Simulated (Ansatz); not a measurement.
# Ga₂PH (singlet): inputs that go wrong

4 inputs are run for Ga₂PH (singlet) as typed; the log has to tell whether the result can be used and what must change.

Method: the settings change from run to run; program: Ansatz 0.2.0, Gaussian basis.

16 further runs of the same task are left out: 7 that didn't finish, 9 set aside as unsound or not needed. Runs told in other sessions of the task aren't counted.

### Step 1. The geometry

The geometry is a PBE0/def2-TZVP stationary point (not a proven minimum). No spin-orbit coupling is included. The filled d shell of Ga may be among the frozen orbitals whatever the setting's name suggests.

4 atoms, charge 0, spin multiplicity 1.

Atoms are counted from 1 here; the program's logs count them from 0.

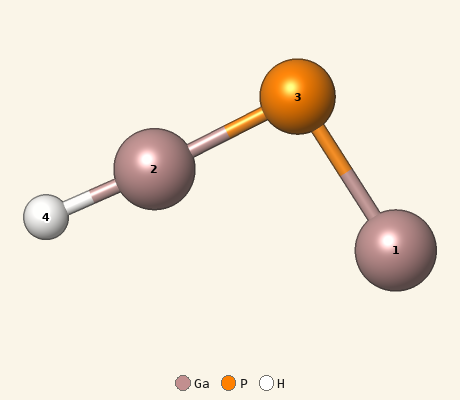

The structure; gallium pink, phosphorus orange, hydrogen white; atoms are numbered from 1 in the order of the file.

### Step 2. Try 1

File in.yaml:

```yaml
crystal:
  periodic: [false, false, false]
  atoms:
    - {symbol: Ga, position_ang: [0.000000, 0.266084, 1.711450]}
    - {symbol: Ga, position_ang: [0.000000, 0.262906, -1.608935]}
    - {symbol: P, position_ang: [0.000000, -1.233398, -0.141295]}
    - {symbol: H, position_ang: [0.000000, 1.309756, -2.749404]}
basis:
  gaussian: {orbitals: cc-pVDZ}
magnetization: {spin_polarized: false}
correlation: {method: bccd, electrons: outside_noble_gas}
nroots: 3
```

Command:

```console
> ansatz run in.yaml --threads 1 --pin off --events-out ev --progress --plain --max-ram 2393MiB
```

The program printed:

```text
Error: YAML parse error: error: line 12 column 1: unknown field `nroots`, expected one of crystal, accuracy, basis, kpoints, hamiltonian, magnetization, projection, total_charge, correlation, batch, efield, external_charges, scf, relax, neb, saddle, md, ramp, phonons, dielectric, real_time, elastic, magnetic_configurations, gw, evaluate, workflow, output, checkpoint, execution
  --> <input>:12:1
   |
10 | magnetization: {spin_polarized: false}
11 | correlation: {method: bccd, electrons: outside_noble_gas}
12 | nroots: 3
   | ^ unknown field `nroots`, expected one of crystal, accuracy, basis, kpoints, hamiltonian, magnetization, projection, total_charge, correlation, batch, efield, external_charges, scf, relax, neb, saddle, md, ramp, phonons, dielectric, real_time, elastic, magnetic_configurations, gw, evaluate, workflow, output, checkpoint, execution
```

It took 0.03 s on 1 thread of Arm Neoverse V1, shared host.

What is wrong: The run was refused. The input holds a key that the program doesn't read here. Cure: remove it or spell it as the reference does.

### Step 3. Try 2

File in.yaml:

```yaml
crystal:
  periodic: [false, false, false]
  atoms:
    - {symbol: Ga, position_ang: [0.000000, 0.562906, -1.558935]}
    - {symbol: Ga, position_ang: [0.000000, 0.262906, -1.608935]}
    - {symbol: P, position_ang: [0.000000, -1.233398, -0.141295]}
    - {symbol: H, position_ang: [0.000000, 1.309756, -2.749404]}
basis:
  gaussian: {orbitals: STO-3G}
magnetization: {spin_polarized: true, initial_magnetization: 0}
hamiltonian: {xc: hf}
scf: {lower_state_search: off}
output: {forces: true, orbitals: {seedname: orbitals}}
```

The command is unchanged.

The program printed, cut to the lines that bear on the results:

```text
Functional definition: HF
  name "HF"
  cite "Fock, Z. Phys. 61, 126 (1930) doi:10.1007/BF01340294"
  parent pbe
[...]
497 factors; integrals over basis functions are off by at most 5.6e-5 eV
[...]
a density is far from that of the atoms, so the factors are made again for it
597 factors; integrals over basis functions are off by at most 2.4e-5 eV
[...]
mean field -104931.53865705 eV, -3856.1629204953 hartree, gradient 6.3e-6 eV, S^2 1.450624; 0 other end points of the search recorded, 0 dependent functions left out
[...]
reference -104931.53865705 eV, -3856.1629204953 hartree; 39, 39 occupied and 7, 7 virtual orbitals, 597 factors
Total energy: -104931.53865705 eV, -3856.1629204953 hartree
Atom 0 at     0.000000     0.562906    -1.558935 Å, force    -0.000000 62922.146143 10451.878590 eV/Å
Atom 1 at     0.000000     0.262906    -1.608935 Å, force    -0.000000 -62925.990478 -10445.193754 eV/Å
Atom 2 at     0.000000    -1.233398    -0.141295 Å, force     0.000000   -14.723750     9.926158 eV/Å
Atom 3 at     0.000000     1.309756    -2.749404 Å, force     0.000000    18.568085   -16.610993 eV/Å
Dipole moment:    -0.000000    -0.101865     0.133193 e Å
Checks for a lower state left out: stability, starts, cluster_reference, orbital_swaps, neighbouring_geometries, increment
```

Wall time 2.8 s (1 thread of Arm Neoverse V1, shared host).

**Diagnosis.** The run converged, which proves nothing about the input. One atom lies on top of another. The shortest distance is 0.30 Å, against 1.55 Å in the geometry of step 1. Its energy belongs to another geometry. To mend it, restore its position.

### Step 4. Try 3

File in.yaml:

```yaml
crystal:
  periodic: [false, false, false]
  atoms:
    - {symbol: Ga, position_ang: [0.000000, 0.266084, 1.711450]}
    - {symbol: Ga, position_ang: [0.000000, 0.262906, -1.608935]}
    - {symbol: P, position_ang: [0.000000, -1.233398, -0.141295]}
    - {symbol: H, position_ang: [0.000000, 1.309756, -2.749404]}
basis:
  gaussian: {orbitals: STO-3G}
magnetization: {spin_polarized: false}
hamiltonian: {pseudopotentials: {relativity: none}}
correlation: {method: caspt2, electrons: valence}
accuracy: high
```

The command is unchanged.

The program printed:

```text
Error: YAML parse error: error: line 12 column 23: unknown variant `caspt2`, expected one of mp2, rpa, ccsd, ccsd_t, bccd, bccd_t, ccsdt, ccsdt_q, ccsdt_q_b, ccsdtq, fci, sc_nevpt2, fic_nevpt4_sd, fic_mrcisd_q, fic_mrcisd_q_relaxed
  --> <input>:12:23
   |
10 | magnetization: {spin_polarized: false}
11 | hamiltonian: {pseudopotentials: {relativity: none}}
12 | correlation: {method: caspt2, electrons: valence}
   |                       ^ unknown variant `caspt2`, expected one of mp2, rpa, ccsd, ccsd_t, bccd, bccd_t, ccsdt, ccsdt_q, ccsdt_q_b, ccsdtq, fci, sc_nevpt2, fic_nevpt4_sd, fic_mrcisd_q, fic_mrcisd_q_relaxed
13 | accuracy: high
   |
```

Run time: 0.03 s. Hardware: 1 thread of Arm Neoverse V1, shared host.

**Diagnosis.** The run was refused. The method's name isn't one that the program knows. To mend it, name one from the list in the message.

### Step 5. Try 4

File in.yaml:

```yaml
crystal:
  periodic: [false, false, false]
  atoms:
    - {symbol: Ga, position_ang: [0.000000, 0.502819, 3.234127]}
    - {symbol: Ga, position_ang: [0.000000, 0.496813, -3.040404]}
    - {symbol: P, position_ang: [0.000000, -2.330752, -0.267005]}
    - {symbol: H, position_ang: [0.000000, 2.475046, -5.195549]}
basis:
  gaussian: {orbitals: cc-pVDZ, point_charges: [{charge: -0.50, position_ang: [3.431, -0.890, 0.730]}]}
magnetization: {spin_polarized: true, initial_magnetization: 0}
correlation: {method: bccd, electrons: outside_noble_gas, diis_vectors: 2}
```

Launched as before.

The program printed:

```text
Functional definition: HF
  name "HF"
  cite "Fock, Z. Phys. 61, 126 (1930) doi:10.1007/BF01340294"
  parent pbe
  exchange = exact_x
  correlation = 0
882 factors; integrals over basis functions are off by at most 4.6e-4 eV
mean field evaluation 1: about -113944.7569 eV, gradient 9.8e0 eV
mean field evaluation 2: about -113944.7626 eV, gradient 9.9e0 eV
mean field evaluation 4: about -113946.5461 eV, gradient 1.1e0 eV
mean field evaluation 8: about -113946.6267 eV, gradient 1.8e-1 eV
mean field evaluation 16: about -113946.6383 eV, gradient 2.1e-6 eV
mean field evaluation 32: about -113949.7837 eV, gradient 1.1e0 eV
mean field evaluation 64: about -113949.8455 eV, gradient 6.7e-2 eV
mean field evaluation 96: about -113950.2999 eV, gradient 6.8e-2 eV
mean field evaluation 128: about -113950.3544 eV, gradient 2.4e-6 eV
mean field evaluation 160: about -113946.6383 eV, gradient 5.1e-5 eV
mean field evaluation 192: about -113950.2733 eV, gradient 2.1e0 eV
mean field evaluation 224: about -113950.3541 eV, gradient 9.4e-2 eV
mean field evaluation 256: about -113949.4239 eV, gradient 5.2e-1 eV
mean field evaluation 288: about -113949.4835 eV, gradient 3.8e-2 eV
mean field evaluation 320: about -113950.3274 eV, gradient 3.0e-2 eV
mean field evaluation 352: about -113950.3524 eV, gradient 1.2e-1 eV
mean field evaluation 384: about -113950.0975 eV, gradient 2.5e0 eV
mean field evaluation 416: about -113949.4362 eV, gradient 4.6e-1 eV
mean field evaluation 448: about -113950.3541 eV, gradient 2.5e-2 eV
mean field evaluation 480: about -113946.6484 eV, gradient 9.6e0 eV
mean field evaluation 512: about -113950.3544 eV, gradient 1.7e-3 eV
mean field evaluation 544: about -113950.3032 eV, gradient 1.5e-1 eV
Error: SIGTERM received: run cancelled behind 558 evaluations of the mean field
```

Run time: 79 s. Hardware: 1 thread of Arm Neoverse V1, shared host.

What is wrong: The run was cut at its time limit. The coordinates are scaled by the bohr-ångström factor. The shortest distance is 2.93 Å, against 1.55 Å in the geometry of step 1. Fix: restore the coordinates in ångström.

### Step 6. How the runs ended

```csv
try,level,ended,cause,time
1,BCCD on RHF/cc-pVDZ,refused,the input holds a key that the program doesn't read here,0.03 s
2,HF/STO-3G,converged,one atom lies on top of another,2.8 s
3,'caspt2'/STO-3G,refused,the method's name isn't one that the program knows,0.03 s
4,BCCD on UHF/cc-pVDZ,cut at its time limit,the coordinates are scaled by the bohr-ångström factor,79 s
```

2 refused, 1 converged, 1 cut at its time limit. The input that converges on a wrong geometry or spin is the dangerous one: no error points at it, so geometry and ⟨S²⟩ have to be checked.
